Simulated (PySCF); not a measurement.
C3H11NSi, SMILES C[SiH2]N(C)C at its GFN2-xTB optimised geometry (Å):

```
16

Si     0.0930     0.1477     0.0000
C     -0.4961     1.9477     0.0000
N     -0.6418    -0.6731     1.3230
C     -0.5593    -2.1082     1.4145
C     -0.8446    -0.0621     2.6133
H      1.5718     0.1477     0.0000
H     -0.3784    -0.5685    -1.1911
H     -1.5718     2.0213     0.1250
H     -0.0259     2.5339     0.7837
H     -0.2424     2.4145    -0.9459
H      0.3069    -2.4307     2.0058
H     -0.4725    -2.5339     0.4187
H     -1.4612    -2.5035     1.8908
H     -0.9430     1.0136     2.5034
H     -1.7604    -0.4534     3.0673
H     -0.0129    -0.2701     3.2986
```

Computed with B3LYP/def2-TZVP (PySCF). Cells within 0.4 Å of a nucleus heavier than hydrogen are left out (blank, or x).

Map of the log10 of the electron density (e/bohr³), floored at −4 on the plane z = 0.0 Å:

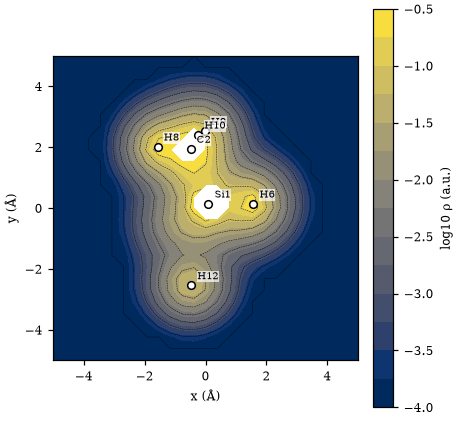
Figure. Log10 of the electron density (e/bohr³), floored at −4 on the plane z = 0.0 Å.
